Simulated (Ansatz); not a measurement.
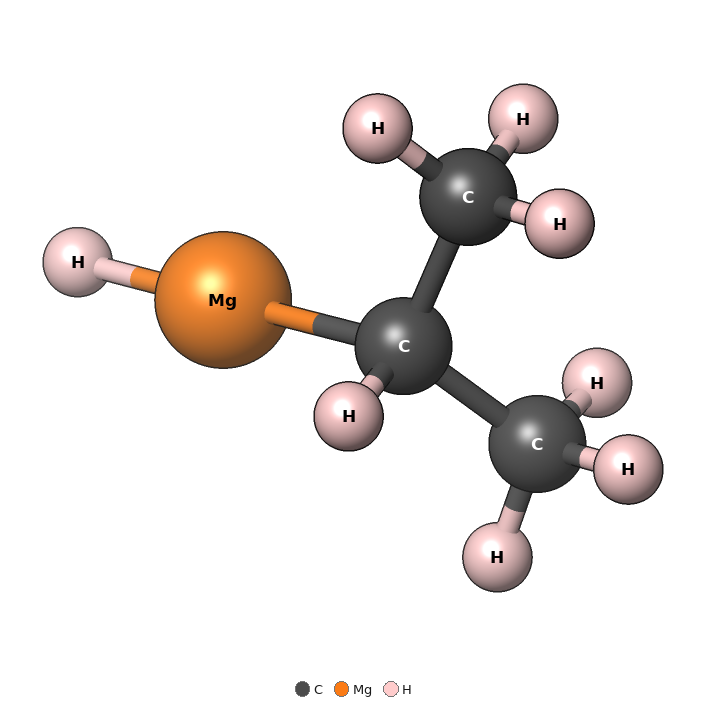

The computed structure is the end point of a PBE0-D4/def2-TZVP optimisation. Program: Ansatz 0.2.0.

Tabulate HOMO energy (eV), HOMO–LUMO gap (eV), dipole (D) at these levels: B3LYP-D4/def2-TZVPP; PBE-D4/def2-TZVPP; r2SCAN-D4/def2-TZVPP; ωB97M-V/def2-TZVPP.

| level | HOMO energy (eV) | HOMO–LUMO gap (eV) | dipole (D) |
| --- | --- | --- | --- |
| B3LYP-D4/def2-TZVPP | −5.89 | 5.30 | 0.51 |
| PBE-D4/def2-TZVPP | −4.96 | 3.93 | 0.55 |
| r2SCAN-D4/def2-TZVPP | −5.11 | 4.53 | 0.49 |
| ωB97M-V/def2-TZVPP | −8.22 | 9.01 | 0.50 |
